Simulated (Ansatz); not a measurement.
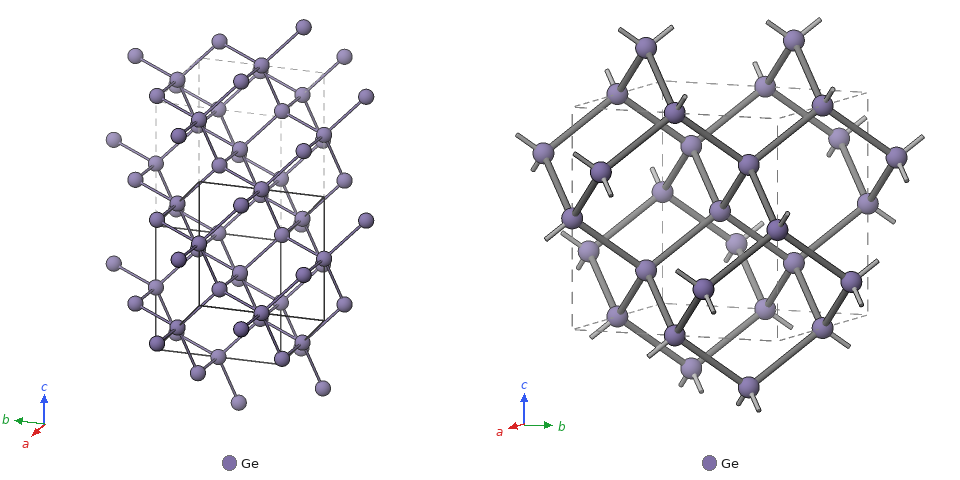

Left: the structure. Right: its underlying net. Nodes are coloured by element. Edges to nodes outside the piece are drawn as stubs.

The compound is Ge (space group Fd-3m, No. 227), taken as the end point of a relaxation with Ansatz, DFT, PBE, PAW with Ansatz's default frozen-core files, scalar-relativistic.

Bonds are taken as Ge–Ge below 2.8 Å; no other contact counts. Simplification: prune 0- and 1-connected atoms, fold 2-connected ones into links.

The result is a uninodal 4-connected, three-periodic net: Ge is a 4-connected node. It is the dia net, known from diamond, zinc blende and cristobalite. It is a single net, without interpenetration.

```csv
node,links,point symbol,coordination sequence
Ge,4,6⁶,4 12 24 42 64 92 124 162
```
